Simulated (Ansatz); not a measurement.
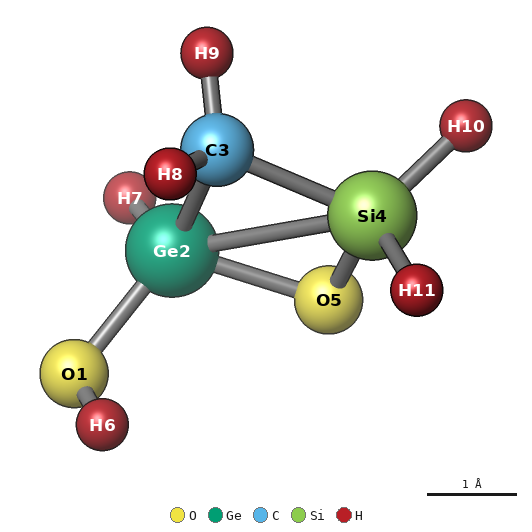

Orthographic view. Distant atoms are faded towards the background colour. The computed structure is the end point of a PBE-D4/def2-SVP optimisation. No frequency run is at hand to confirm it as a minimum.

Write a Z-matrix (Å, degrees) in the order of the atom numbers, with these reference atoms: 2 to 1; 3 to 2, 1; 4 to 3, 2, 1; 5 to 4, 3, 2; 6 to 1, 2, 5; 7 to 2, 1, 6; 8 to 3, 4, 5; 9 to 3, 8, 4; 10 to 4, 5, 2; 11 to 4, 10, 5.

```
O  
Ge   1   1.789
C    2   1.991   1   118.6
Si   3   1.912   2    84.7   1   112.0
O    4   1.707   3    93.3   2     0.0
H    1   0.976   2   111.5   5    45.8
H    2   1.543   1   103.7   6   167.8
H    3   1.108   4   117.0   5   113.9
H    3   1.108   8   109.2   4  -135.6
H    4   1.504   5   112.6   2  -118.1
H    4   1.506  10   109.0   5   125.4
```
